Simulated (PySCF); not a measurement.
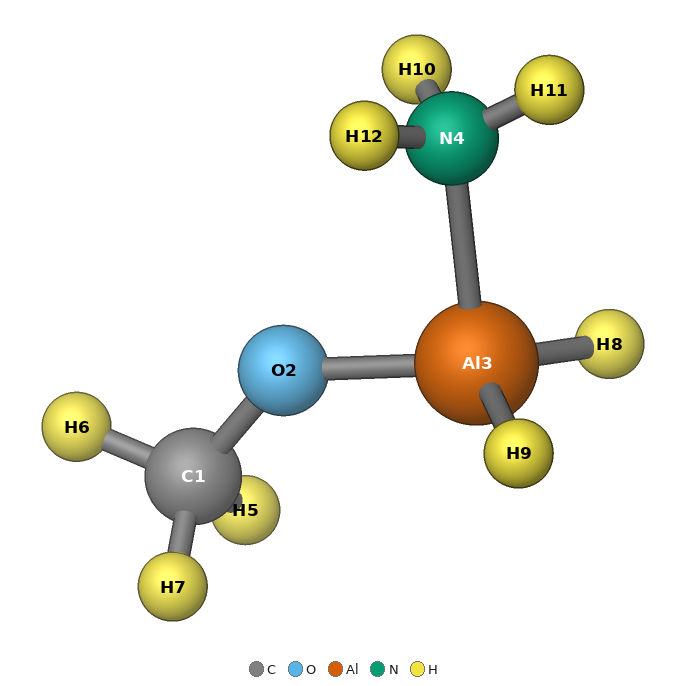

Computed geometry: PBE0-D3(BJ)/def2-SVP optimisation. No frequency run is at hand to confirm it as a minimum. Electric field gradients from the ground-state density, B3LYP/6-31G* (PySCF 2.14.0), non-relativistic apart from any core potentials.

Give the largest field-gradient component, the quadrupole coupling constant and the asymmetry for 17O at O2 (Q = −25.6 mb), 27Al at Al3 (Q = 146.6 mb), 14N at N4 (Q = 20.44 mb), 2H at H5 (Q = 2.86 mb), 2H at H6 (Q = 2.86 mb), 2H at H7 (Q = 2.86 mb), 2H at H8 (Q = 2.86 mb).

| atom | V_zz (a.u.) | e²qQ/h (MHz) | η |
| --- | --- | --- | --- |
| O2 | 1.606 | −9.66 | 0.27 |
| Al3 | 0.598 | 20.6 | 0.33 |
| N4 | −0.627 | −3.01 | 0.04 |
| H5 | 0.261 | 0.175 | 0.06 |
| H6 | 0.266 | 0.179 | 0.05 |
| H7 | 0.261 | 0.176 | 0.05 |
| H8 | 0.110 | 0.074 | 0.05 |
